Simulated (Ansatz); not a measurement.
# YIn (Pm-3m): phonons and vibrational spectra

Aim: the vibrations of YIn (Pm-3m), their spectra, and whether the structure is stable.

Method: DFT PBEsol, scalar-relativistic, plane waves, PAW; PAW set soft_1, in Ansatz 0.2.0.

### 1. Set-up

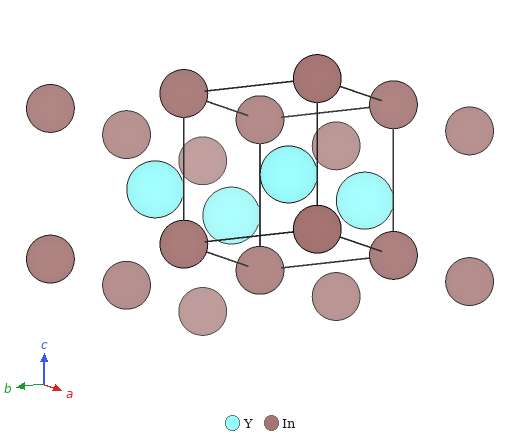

The cell as given, from a free direction (yttrium light teal, indium brown). 2×2×1 cells are drawn. Some periodic images of atoms are drawn too.

### 2. Relaxation

The cell and atoms are relaxed, since residual forces and stress would shift the frequencies.

File input.yaml:

```yaml
crystal:
  lattice:
    - [3.81, 0.0, 0.0]
    - [0.0, 3.81, 0.0]
    - [0.0, 0.0, 3.81]
  atoms:
    - { symbol: "Y", position: [0.5, 0.5, 0.5] }
    - { symbol: In, position: [0.0, 0.0, 0.0] }
kpoints:
  mp_grid: { grid: [12, 12, 12] }
hamiltonian:
  xc: pbesol
  pseudopotentials: { kind: paw, azcp: { folder: soft_1 }, xc_functional: pbe }
scf:
  occupations: { method: gaussian, width: 0.1 }
output:
  forces: true
  stress: true
  eigenvalues: true
relax:
  adjacent_minimum: "off"
  f_tol: 0.005
  max_steps: 80
  cell: { stress_tol: 0.05 }
```

On the command line:

```console
ansatz run input.yaml --threads 4 --pin off --max-ram 10240MiB --backend cpu --events-out ev --progress --plain --runs-dir out
```

Numbers of over 12 decimals in the logs are rounded to 6 here.

The log of the run:

```text
Engine: ansatz 0.2.0, aarch64-unknown-linux-gnu
Pseudopotentials: kind: paw
Pseudopotential: Y, paw, valence charge 11, recommended cutoff 420 eV (normal), soft_1/Y.paw.azcp
Pseudopotential: In, paw, valence charge 13, recommended cutoff 420 eV (normal), soft_1/In.paw.azcp
Functional definition: PBEsol
  exchange = pbesol_x
  correlation = pbesol_c
Crystal: 2 atoms, lattice volume = 55.306 Å³
Basis set: ecut = 420 eV, 1045 PW (Γ), exchange–correlation on 54×54×54 points (8 copies of the dense FFT grid, shifted against one another)
Bands: 16, of which v1, the nominal top of the filled ones, is band 12 counted from 1 (11 counted from 0)
Symmetry: 48 space group operations
Space group: Pm-3m (ITA 221), of the structure as read, at distance tolerance 3.8e-5 Å
k-points: 84 of 1728
Non-local potential: Y, projectors of the file, l = 0: 3, l = 1: 2, l = 2: 2, l = 3: 1
Non-local potential: In, projectors of the file, l = 0: 2, l = 1: 2, l = 2: 2, l = 3: 1
PAW form: soft (Blöchl's): semilocal exchange-correlation on the pseudo side does not see the compensation charge
PAW frozen core: Y, regenerated for the run's functional, and the local potential with it (the file was generated under x = pbe(κ = 0.804, μ = 0.219515), c = pbe(β = 0.066725))
PAW frozen core: In, regenerated for the run's functional, and the local potential with it (the file was generated under x = pbe(κ = 0.804, μ = 0.219515), c = pbe(β = 0.066725))
PAW one-centre angular grid: Y, 590 points (default); XC on 64 Gauss nodes
PAW one-centre angular grid: In, 590 points (default); XC on 64 Gauss nodes
Initial density: superposition of atomic densities (chi_scale 0.1, normalization cell, long waves kept (reshape's long-wave potential 0.00 eV rms))
Initial wavefunctions: pseudopotential atomic-orbital guess
Functional: x = pbesol(κ = 0.804, μ = 0.123457), c = pbesol(β = 0.046)
SCF iter   1: F=—  HF=-9321.997195 eV  |F-HF|=—  |Δ(HF+E_count)|=         —  Δρ=3.22e-2  dr2=1.02e0  ethr=3.10e-3  ⟨swp⟩=5.4  Hψ=6449  notcnv=0
preconditioner: auto → Kerker (q_TF=auto, 2.374 Å⁻¹)  [metal: Δε(μ)=0.026 eV  Ē_g=14.592 eV  σ=0.100 eV  W_gap=0.14  n_scr=18 (ndim 8)  ℏωp=23.4 eV  f_vac=0.000  D(μ)=1.15/eV (n_scr^D=6)]
SCF iter   2: F=—  HF=-9321.676083 eV  |F-HF|=—  |Δ(HF+E_count)|=   3.21e-1  Δρ=1.53e-2  dr2=2.11e-1  ethr=3.10e-3  ⟨swp⟩=2.0  Hψ=2981  notcnv=0
SCF iter   3: F=—  HF=-9321.623570 eV  |F-HF|=—  |Δ(HF+E_count)|=   5.25e-2  Δρ=5.61e-3  dr2=2.06e-2  ethr=8.79e-4  ⟨swp⟩=2.5  Hψ=2273  notcnv=0
SCF iter   4: F=—  HF=-9321.617931 eV  |F-HF|=—  |Δ(HF+E_count)|=   5.64e-3  Δρ=9.24e-4  dr2=5.13e-4  ethr=8.57e-5  ⟨swp⟩=2.3  Hψ=2007  notcnv=0
SCF iter   5: F=—  HF=-9321.617869 eV  |F-HF|=—  |Δ(HF+E_count)|=   6.19e-5  Δρ=1.60e-4  dr2=1.68e-5  ethr=2.14e-6  ⟨swp⟩=2.0  Hψ=1547  notcnv=0
SCF iter   6: F=—  HF=-9321.617874 eV  |F-HF|=—  |Δ(HF+E_count)|=   5.35e-6  Δρ=2.64e-5  dr2=2.97e-7  ethr=7.01e-8  ⟨swp⟩=2.8  Hψ=2218  notcnv=0
SCF iter   7: F=-9321.617874 eV  HF=-9321.617874 eV  |F-HF|=8.99e-10  |Δ(HF+E_count)|=   4.86e-8  Δρ=4.82e-6  dr2=1.06e-8  ethr=4.17e-10  ⟨swp⟩=5.8  Hψ=5564  notcnv=0
SCF 1 converged in 7 iterations: F = -9321.617874 eV  dr2 = 1.06e-8
  greatest PAW one-centre occupation: 0.992 electrons in one spin orbital (limit 2), on the Y atom at site 0 (counted from 0), in its partial waves of l = 0
relax step   1: F+E_penalty+E_count = -9321.61787425 eV  Δ(F+E_penalty+E_count) = +0.000e0 eV  max|allowed force component| = 1.035e-30 eV/Å  Δτ_max = 0.0000 Å  P = -4.410 GPa  Ω = 55.306 Å³  (7 SCF iters, dr2 threshold 1.00e-7 eV, accepted)
Crystal: 2 atoms, lattice volume = 49.743 Å³
Basis set: ecut = 420 eV, 949 PW (Γ), exchange–correlation on 54×54×54 points (8 copies of the dense FFT grid, shifted against one another)
Initial density: handed on by an earlier stage of this run
Initial wavefunctions: those handed on with the density
iter 1 solved again at ethr=1.67e-4 eV; its pass at ethr=3.10e-3 eV (dr2=4.00e-2 eV) is discarded
SCF iter   1: F=—  HF=-9321.691812 eV  |F-HF|=—  |Δ(HF+E_count)|=         —  Δρ=5.59e-3  dr2=4.00e-2  ethr=1.67e-4  ⟨swp⟩=1.0  Hψ=8717  notcnv=0
preconditioner: auto → Kerker (q_TF=auto, 2.416 Å⁻¹)  [metal: Δε(μ)=0.033 eV  Ē_g=15.645 eV  σ=0.100 eV  W_gap=0.18  n_scr=18 (ndim 8)  ℏωp=24.7 eV  f_vac=0.000  D(μ)=0.97/eV (n_scr^D=6)]
SCF iter   2: F=—  HF=-9321.681832 eV  |F-HF|=—  |Δ(HF+E_count)|=   9.98e-3  Δρ=3.08e-3  dr2=1.15e-2  ethr=1.67e-4  ⟨swp⟩=2.0  Hψ=1772  notcnv=0
SCF iter   3: F=—  HF=-9321.677999 eV  |F-HF|=—  |Δ(HF+E_count)|=   3.83e-3  Δρ=6.20e-4  dr2=3.83e-4  ethr=4.77e-5  ⟨swp⟩=2.0  Hψ=1601  notcnv=0
SCF iter   4: F=—  HF=-9321.677878 eV  |F-HF|=—  |Δ(HF+E_count)|=   1.21e-4  Δρ=1.49e-4  dr2=7.80e-6  ethr=1.59e-6  ⟨swp⟩=2.3  Hψ=1970  notcnv=0
SCF iter   5: F=—  HF=-9321.677875 eV  |F-HF|=—  |Δ(HF+E_count)|=   2.92e-6  Δρ=2.77e-5  dr2=3.30e-7  ethr=3.25e-8  ⟨swp⟩=2.7  Hψ=2166  notcnv=0
SCF iter   6: F=-9321.677875 eV  HF=-9321.677875 eV  |F-HF|=1.04e-10  |Δ(HF+E_count)|=   2.87e-8  Δρ=3.79e-6  dr2=4.66e-9  ethr=8.33e-10  ⟨swp⟩=5.2  Hψ=5552  notcnv=0
SCF 2 converged in 6 iterations: F = -9321.677875 eV  dr2 = 4.66e-9
relax step   2: F+E_penalty+E_count = -9321.67787473 eV  Δ(F+E_penalty+E_count) = -6.000e-2 eV  max|allowed force component| = 1.019e-30 eV/Å  Δτ_max = 0.0000 Å  P = +1.537 GPa  Ω = 49.743 Å³  energy of the carried Pulay correction = +4.248e-4 eV  (6 SCF iters, dr2 threshold 2.00e-7 eV, accepted)
Crystal: 2 atoms, lattice volume = 51.071 Å³
Basis set: ecut = 420 eV, 1021 PW (Γ), exchange–correlation on 54×54×54 points (8 copies of the dense FFT grid, shifted against one another)
iter 1 solved again at ethr=1.25e-5 eV; its pass at ethr=3.10e-3 eV (dr2=3.01e-3 eV) is discarded
SCF iter   1: F=—  HF=-9321.684177 eV  |F-HF|=—  |Δ(HF+E_count)|=         —  Δρ=1.50e-3  dr2=3.04e-3  ethr=1.25e-5  ⟨swp⟩=1.2  Hψ=8502  notcnv=0
preconditioner: auto → Kerker (q_TF=auto, 2.406 Å⁻¹)  [metal: Δε(μ)=0.064 eV  Ē_g=15.763 eV  σ=0.100 eV  W_gap=0.35  n_scr=18 (ndim 8)  ℏωp=24.4 eV  f_vac=0.000  D(μ)=0.99/eV (n_scr^D=6)]
SCF iter   2: F=—  HF=-9321.683436 eV  |F-HF|=—  |Δ(HF+E_count)|=   7.41e-4  Δρ=8.32e-4  dr2=8.85e-4  ethr=1.25e-5  ⟨swp⟩=2.0  Hψ=1725  notcnv=0
SCF iter   3: F=—  HF=-9321.683138 eV  |F-HF|=—  |Δ(HF+E_count)|=   2.98e-4  Δρ=1.66e-4  dr2=2.97e-5  ethr=3.69e-6  ⟨swp⟩=2.0  Hψ=1598  notcnv=0
SCF iter   4: F=—  HF=-9321.683127 eV  |F-HF|=—  |Δ(HF+E_count)|=   1.13e-5  Δρ=4.08e-5  dr2=6.30e-7  ethr=1.24e-7  ⟨swp⟩=2.1  Hψ=1969  notcnv=0
SCF iter   5: F=-9321.683127 eV  HF=-9321.683127 eV  |F-HF|=5.60e-10  |Δ(HF+E_count)|=   1.59e-8  Δρ=7.03e-6  dr2=2.03e-8  ethr=8.33e-10  ⟨swp⟩=5.3  Hψ=5825  notcnv=0
SCF 3 converged in 5 iterations: F = -9321.683127 eV  dr2 = 2.03e-8
relax step   3: F+E_penalty+E_count = -9321.68312678 eV  Δ(F+E_penalty+E_count) = -5.252e-3 eV  max|allowed force component| = 3.629e-29 eV/Å  Δτ_max = 0.0000 Å  P = -0.203 GPa  Ω = 51.071 Å³  energy of the carried Pulay correction = +3.165e-4 eV  (5 SCF iters, dr2 threshold 2.00e-7 eV, accepted)
[...]
relax step   4: F+E_penalty+E_count = -9321.68324426 eV  Δ(F+E_penalty+E_count) = -1.175e-4 eV  max|allowed force component| = 2.025e-29 eV/Å  Δτ_max = 0.0000 Å  P = -0.008 GPa  Ω = 50.912 Å³  energy of the carried Pulay correction = +3.292e-4 eV  (4 SCF iters, dr2 threshold 1.03e-7 eV, accepted)
Basis set: ecut = 420 eV, 1021 PW (Γ), exchange–correlation on 50×50×50 points (8 copies of the dense FFT grid, shifted against one another)
Initial wavefunctions: pseudopotential atomic-orbital guess (no wavefunctions were taken with the density)
iter 1 solved again at ethr=1.07e-7 eV; its pass at ethr=3.10e-3 eV (dr2=2.56e-5 eV) is discarded
SCF iter   1: F=—  HF=-9321.682927 eV  |F-HF|=—  |Δ(HF+E_count)|=         —  Δρ=6.37e-5  dr2=3.71e-7  ethr=1.07e-7  ⟨swp⟩=3.0  Hψ=10364  notcnv=0
preconditioner: auto → Kerker (q_TF=auto, 2.407 Å⁻¹)  [metal: Δε(μ)=0.079 eV  Ē_g=15.730 eV  σ=0.100 eV  W_gap=0.42  n_scr=18 (ndim 8)  ℏωp=24.4 eV  f_vac=0.000  D(μ)=1.00/eV (n_scr^D=6)]
SCF iter   2: F=—  HF=-9321.682941 eV  |F-HF|=—  |Δ(HF+E_count)|=   1.39e-5  Δρ=3.23e-5  dr2=1.22e-7  ethr=1.55e-9  ⟨swp⟩=2.0  Hψ=1989  notcnv=0
SCF iter   3: F=—  HF=-9321.682941 eV  |F-HF|=—  |Δ(HF+E_count)|=   2.33e-8  Δρ=8.29e-6  dr2=1.63e-8  ethr=5.07e-10  ⟨swp⟩=2.2  Hψ=2015  notcnv=0
SCF iter   4: F=—  HF=-9321.682941 eV  |F-HF|=—  |Δ(HF+E_count)|=   4.19e-9  Δρ=7.18e-7  dr2=1.93e-10  ethr=6.81e-11  ⟨swp⟩=2.4  Hψ=1880  notcnv=0
SCF iter   5: F=-9321.682941 eV  HF=-9321.682941 eV  |F-HF|=0.00e0  |Δ(HF+E_count)|=  1.11e-10  Δρ=1.51e-7  dr2=8.19e-12  ethr=1.00e-12  ⟨swp⟩=6.0  Hψ=5830  notcnv=0
SCF 5 converged in 5 iterations: F = -9321.682941 eV  dr2 = 8.19e-12
relax step   5: F+E_penalty+E_count = -9321.68294052 eV  Δ(F+E_penalty+E_count) = +3.037e-4 eV  max|allowed force component| = 1.104e-29 eV/Å  Δτ_max = 0.0000 Å  P = -0.011 GPa  Ω = 50.912 Å³  stress off target by 1.07e-2 GPa  SCF on the basis re-selected at this cell (its energy is not comparable with the rows above)  (5 SCF iters)
basis re-selected at this cell: Δ(F+E_penalty+E_count) = +3.037e-4 eV, ΔP = -0.003 GPa vs the last step (what re-selecting the basis moved, of the pressure what is left beyond the Pulay correction that the steps carried, after the strain that the cell walked since its last selection, with what the two solves' SCF thresholds leave and, on support functions, any second-order correction that the steps lacked; it is no measure of the basis error at this ecutwfc). The dense FFT grid was sized anew with the basis: this SCF ran on 25×25×25 points, the steps before it on 27×27×27, so part of this shift can come from that change (see relax.cell in the input reference). [rest of the remark cut]
SCF converged after 5 iterations
Free energy (F): -9321.682941 eV
Harris-Foulkes:  -9321.682941 eV  (|F-HF|=0.00e0)
Internal energy: -9321.677920 eV  (E = F + TS)
E sigma→0 (E₀):  -9321.680430 eV
Entropy (-TS):   -0.005020 eV (-2.510 meV/atom)
Fermi energy:    11.723075 eV
--- Per-component energies (eV) ---
  E_band       = -102.219778
  E_kinetic    = 536.816674
  E_local      = -1515.742860  (includes V_loc(G=0)·N_el)
  E_nonlocal   = 355.401977
  E_hartree    = 566.553097
  E_xc         = -320.823933
  E_vxc        = -296.980524  (∫ρ·V_xc dr)
  E_paw        = -6900.332038  (= ΣΔE_a)
  E_vpaw       = -314.821417  (= ΣTr[D̂ρ^β])
  E_aug_tail   = 0.000164  (compensation charges beyond the density's cutoff)
  E_ewald      = -2043.935678
  E_core_change = 0.384677  (= ΣΔE_core)
  E_smearing   = -0.005020  (= −TS)
  E_closure    = -0.000000  (closes the sum)
  Σ components = -9321.682941   (vs F -9321.682941, Δ=0.00e0)
--- Forces (eV/Å), atoms counted from 1 ---
  atom   1  Y      0.00000000    -0.00000000    -0.00000000
  atom   2  In    -0.00000000     0.00000000    -0.00000000
  max |Σ_I F_I| component: 2.00e-29 eV/Å
--- Stress (GPa, compression-positive) ---
       -0.010739      -0.000000       0.000000
       -0.000000      -0.010739      -0.000000
        0.000000      -0.000000      -0.010739
  P = ⅓ Tr σ = -0.0107 GPa (-0.107 kbar)
--- Band table (eV; the first three rows and the last of 84) ---
  k-point 0: bands = [... 8 lower, -2.5756, 3.4975, 11.3550, 11.3550, 14.8106, 14.8106, 14.8106, 15.3377]
  k-point 1: bands = [... 8 lower, -2.5750, 3.5909, 11.2630, 11.3805, 14.2805, 14.2805, 14.5396, 15.3403]
  k-point 2: bands = [... 8 lower, -2.5733, 3.8660, 10.8484, 11.4527, 13.6395, 13.6395, 14.2660, 15.3473]
  k-point 83: bands = [... 8 lower, -2.4402, 9.1033, 9.1033, 9.1033, 9.2382, 15.6436, 15.6436, 15.6436]
--- Relaxed structure (4 steps of the walk, 4 accepted, 1 SCFs on fresh bases) ---
  F+E_penalty+E_count = -9321.68294052 eV   max|allowed force component| = 1.104e-29 eV/Å   (the final SCF, on the basis selected at the relaxed cell)
  cell:  # Å, volume = 50.9121 Å³
    - [3.706299, 0, 0]
    - [0, 3.706299, 0.0]
    - [0, 0.0, 3.706299]
  atoms:
    - { symbol: Y, position: [0.500000, 0.500000, 0.5] }
    - { symbol: In, position: [0, 0, 0] }
```

The job ended after 6.3 s (4 threads of Arm Neoverse V1, shared host; peak memory 0.41 GiB; 23 s of CPU time).

Step by step:

| step | energy less that of the first step (eV) | largest force component (eV/Å) | pressure (GPa) | volume (Å³) |
| --- | --- | --- | --- | --- |
| 1 | 0.0000 | 0.0000 | -4.41 | 55.31 |
| 2 | -0.0600 | 0.0000 | 1.54 | 49.74 |
| 3 | -0.0653 | 0.0000 | -0.20 | 51.07 |
| 4 | -0.0654 | 0.0000 | -0.01 | 50.91 |
| 5* | -0.0651 | 0.0000 | -0.01 | 50.91 |

Relaxation steps marked * repeat the geometry before them on a plane-wave basis chosen anew for their cell, so energy and pressure can jump there.

Forces are held to the 48 operations that the run works with; a distortion that breaks them can't arise in this run.

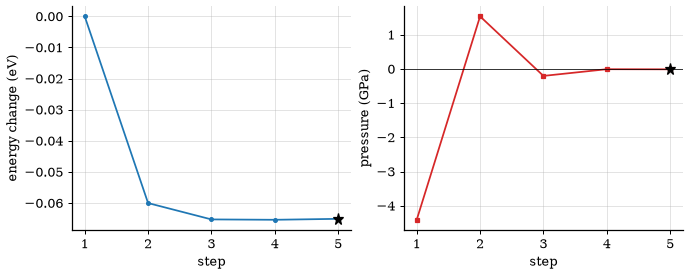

Energy and pressure along the relaxation. Stars mark steps on a basis chosen anew.

| conventional cell, symmetrised | before | after | change |
| --- | --- | --- | --- |
| a (Å) | 3.810 | 3.706 | -2.7 % |
| b (Å) | 3.810 | 3.706 | -2.7 % |
| c (Å) | 3.810 | 3.706 | -2.7 % |
| volume (Å³/atom) | 27.65 | 25.46 | -7.9 % |

Final coordinates:

```cif
data_structure
_symmetry_space_group_name_H-M 'P 1'
_symmetry_Int_Tables_number 1
_cell_length_a 3.7063
_cell_length_b 3.7063
_cell_length_c 3.7063
_cell_angle_alpha 90.000
_cell_angle_beta 90.000
_cell_angle_gamma 90.000
_cell_volume 50.91
loop_
_atom_site_label
_atom_site_type_symbol
_atom_site_fract_x
_atom_site_fract_y
_atom_site_fract_z
_atom_site_occupancy
Y1 Y 0.50000 0.50000 0.50000 1
In2 In 0.00000 0.00000 0.00000 1
```

Numbers from this step:

```
pressure          : -0.01074 GPa
volume per atom   : 25.46 Å³
gap on the k-mesh : 0 eV
```

In this step the volume went from 27.65 to 25.46 Å³/atom.

### 3. Tight relaxation

Phonons need a cell at rest on their own settings, so the relaxation is repeated with tight tolerances on forces and stress, using the mesh and the filling of the phonon run that follows.

input.yaml, the sections that differ from step 2:

```yaml
crystal:
  lattice:
    - [3.7062992046, 0.0, 0.0]
    - [0.0, 3.7062992046, 0.0]
    - [0.0, 0.0, 3.7062992046]
  atoms:
    - { symbol: "Y", position: [0.5, 0.5, 0.5] }
    - { symbol: In, position: [0.0, 0.0, 0.0] }
scf:
  occupations: { method: methfessel_paxton, width: 0.2 }
relax:
  adjacent_minimum: "off"
  f_tol: 0.001
  max_steps: 60
  cell: { stress_tol: 0.01 }
# kpoints, hamiltonian, output: as in step 2
```

The log of the run:

```text
[...]
Crystal: 2 atoms, lattice volume = 50.912 Å³
Basis set: ecut = 420 eV, 1021 PW (Γ), exchange–correlation on 50×50×50 points (8 copies of the dense FFT grid, shifted against one another)
Bands: 16, of which v1, the nominal top of the filled ones, is band 12 counted from 1 (11 counted from 0)
Symmetry: 48 space group operations
[...]
k-points: 84 of 1728
[...]
k-point 83: bands = [... 8 lower, -2.4339, 9.1096, 9.1096, 9.1096, 9.2467, 15.6550, 15.6550, 15.6550]
--- Relaxed structure (3 steps of the walk, 3 accepted, 1 SCFs on fresh bases) ---
[...]
cell:  # Å, volume = 50.8825 Å³
    - [3.705579, 0, 0]
    - [0, 3.705579, 0.0]
    - [0, 0.0, 3.705579]
  atoms:
    - { symbol: Y, position: [0.5, 0.5, 0.5] }
    - { symbol: In, position: [0, 0, 0] }
[key lines of the parts left out:]
SCF converged after 5 iterations
Free energy (F): -9321.680276 eV
Fermi energy:    11.732468 eV
P = ⅓ Tr σ = -0.0001 GPa (-0.001 kbar)
```

The job ended after 4.8 s (4 threads; peak memory 0.39 GiB).

Little changed from the start: no atom moved by 0.005 Å and no cell edge by 0.1 %.

Numbers from this step:

- pressure: -7.13e-5 GPa
- volume per atom: 25.44 Å³

The forces vanish by symmetry and the pressure is 0.000 GPa, within the tolerances set. The cell now holds 25.44 Å³/atom.

### 4. Zone-centre response

The zone centre comes first: it holds the modes that light can see, as far as symmetry allows. No field response is asked, since the mesh shows no gap.

input.yaml, the sections that differ from step 3:

```yaml
crystal:
  lattice:
    - [3.705579302, 0.0, 0.0]
    - [0.0, 3.705579302, 0.0]
    - [0.0, 0.0, 3.705579302]
  atoms:
    - { symbol: "Y", position: [0.5, 0.5, 0.5] }
    - { symbol: In, position: [0.0, 0.0, 0.0] }
output:
  eigenvalues: true
phonons:
  method: dfpt
# kpoints, hamiltonian, scf: as in step 3
# relax: removed
```

The log of the run:

```text
[...]
Crystal: 2 atoms, lattice volume = 50.882 Å³
Basis set: ecut = 420 eV, 1021 PW (Γ), exchange–correlation on 50×50×50 points (8 copies of the dense FFT grid, shifted against one another)
Bands: 16, of which v1, the nominal top of the filled ones, is band 12 counted from 1 (11 counted from 0)
Symmetry: 48 space group operations
k-points: 196 of 1728 (irreducible under 8 space group operations, time reversal used)
[...]
SCF iter   1: F=—  HF=-9322.118784 eV  |F-HF|=—  |Δ(HF+E_count)|=         —  Δρ=3.59e-2  dr2=1.15e0  ethr=3.10e-3  ⟨swp⟩=5.0  Hψ=14724  notcnv=0
[...]
SCF iter   9: F=-9321.680276 eV  HF=-9321.680276 eV  |F-HF|=3.64e-12  |Δ(HF+E_count)|=  6.55e-11  S|Δr|=    0.00e0  Δρ=1.18e-7  dr2=4.28e-12  ethr=1.00e-12  ⟨swp⟩=5.9  Hψ=13665  notcnv=0
the search or the solves at the SCF's close seem to have found levels that the self-consistency loop had missed (the run counts 2). By its estimate they hold under 1e-12 electrons; where the run keeps them, the occupations were computed again with them
SCF 1 converged in 9 iterations: F = -9321.680276 eV  dr2 = 4.28e-12
[...]
DFPT response loops at Γ: preconditioner auto → Kerker (q_TF=auto, 2.407 Å⁻¹) (partly filled bands, converged f_vac=0.000); β = 1.00, the filter's whole step (`scf.mixing.beta` (0.50) is not read by the response loops under this deck's `scf.mixing.preconditioner`; to damp them name `kerker` or `kerker_dos`, under which they read `scf.mixing.beta`, and type it under 1.00, their step now; both keys bind the ground state too); Broyden in place of MSR1
SCF converged after 9 iterations
[...]
Free energy (F): -9321.680276 eV
[...]
Internal energy: -9321.680983 eV  (E = F + TS)
E sigma→0 (E₀):  -9321.680453 eV
Entropy (-TS):   0.000707 eV (0.353 meV/atom)
Fermi energy:    11.732468 eV
[...]
--- Band table (eV; the first three rows and the last of 196) ---
  k-point 0: bands = [... 8 lower, -2.5695, 3.5027, 11.3631, 11.3631, 14.8203, 14.8203, 14.8203, 15.3490]
  k-point 1: bands = [... 8 lower, -2.5689, 3.5962, 11.2711, 11.3886, 14.2903, 14.2903, 14.5495, 15.3516]
  k-point 2: bands = [... 8 lower, -2.5672, 3.8715, 10.8564, 11.4608, 13.6489, 13.6489, 14.2761, 15.3585]
  k-point 195: bands = [... 8 lower, -2.4339, 9.1096, 9.1096, 9.1096, 9.2467, 15.6550, 15.6550, 15.6550]
--- Phonons (Γ-DFPT): 2 representative perturbations + reference, on 196 of 1728 k-points (Σ response iterations 6) ---
  k mesh reduced under 8 symmetry operations, with k and −k counted as one. Each operation leaves every solved perturbation unchanged. A smaller set is not used because it would not reduce the number of displacements times k-points to solve
  ASR residual: 7.443e-5 → 0.000e0 eV/Å²; symmetrization residual: 3.624e-5 eV/Å²
  ASR residual per site (eV/Å²): 6.23e-5 7.44e-5
  Γ frequencies (cm⁻¹): 0.00 0.00 0.00 132.90 132.90 132.90
  non-analytic LO–TO correction: not included (Born effective charges unavailable; polar crystals: no LO–TO splitting at Γ)
```

It took 13 s on 4 threads; peak memory 0.74 GiB.

This step gave:

```
sum-rule residual before enforcement                    : 7.44e-5 eV/Å²
point group                                             : m-3m
highest optical mode at the zone centre (no LO-TO term) : 132.9 cm⁻¹
lowest optical zone-centre mode                         : 132.9 cm⁻¹
```

Patterns of degenerate modes are one choice out of their space. Modes at Γ, with each element's share of the kinetic energy:

| mode | frequency (cm⁻¹) | symmetry | Y % | In % |
| --- | --- | --- | --- | --- |
| 1 | 0.0 | acoustic | 44 | 56 |
| 2 | 0.0 | acoustic | 44 | 56 |
| 3 | 0.0 | acoustic | 44 | 56 |
| 4 | 132.9 | T1u | 56 | 44 |
| 5 | 132.9 | T1u | 56 | 44 |
| 6 | 132.9 | T1u | 56 | 44 |

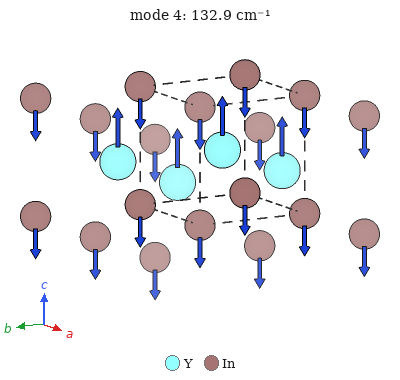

Displacement patterns of mode 4 at Γ; arrows are exaggerated. 2×2×1 cells are drawn. Some periodic images of atoms are drawn too.

Before it was imposed, the acoustic sum rule was missed by 7.4e-5 eV/Å². Small misses are needed for a sound result but don't prove that mesh and cutoff are converged. The lowest optical mode is real, 133 cm⁻¹.

[end of part 1 of 2]

[Logs are printed without paths, hosts, clocks, repeated set-up lines and the standing remarks that a program may print on its own settings, such as how far it seeks lower states.]

[Hosts, paths, dates, database ids (printed as entryN), source tags and the programs' standing remarks are cut or masked in the printed files.]
